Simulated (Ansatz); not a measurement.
## Ligand exchange: CuH + InH(NH2)2 → CuNH2 + InH2(NH2)

Species: CuH, singlet; InH(NH2)2, singlet; CuNH2 `[NH2][Cu]`, singlet; InH2(NH2), singlet. The partners trade H for NH2: Cu–H and In–NH2 bonds give way to Cu–NH2 and In–H.

Shapes, held fixed at every level: PBE0-D4/def2-TZVP. Programs: Ansatz 0.2.0. The zero-point and thermal change to 298 K, harmonic and unscaled (PBE0-D4/def2-TZVP), is -0.2 kJ/mol.

| level | kind | ΔH(298 K) (kJ/mol) | CPU time (sum over the molecules) |
| --- | --- | --- | --- |
| HF/def2-SVP | Hartree–Fock | +30.6 | – |
| SPW92/def2-TZVPP | LDA | +19.4 | 6 s |
| PBE-D4/def2-TZVPP | GGA | +18.3 | 11 s |
| r2SCAN-D4/def2-TZVPP | meta-GGA | +18.5 | 16 s |
| BHLYP-D4/def2-TZVPP | global hybrid | +30.4 | 11 s |
| PBE0-D4/def2-TZVPP | global hybrid | +24.6 | 9.4 s |
| wB97X-V/def2-TZVPP | range-separated hybrid | +24.7 | 27 s |

wB97X-V/def2-TZVPP gives ΔH(298 K) = +24.7 kJ/mol; the levels span +18.3 to +30.6. The median of the levels is +24.6. No measured value is set beside it here. For atoms past krypton def2 sets carry core potentials with scalar relativity. Times are processor times on shared x86 and Arm servers, and rough.

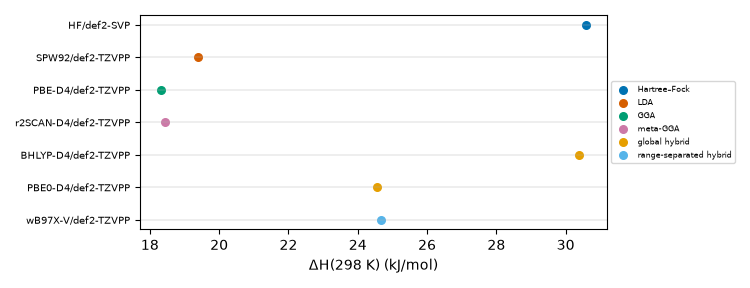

The values of the table, level by level.
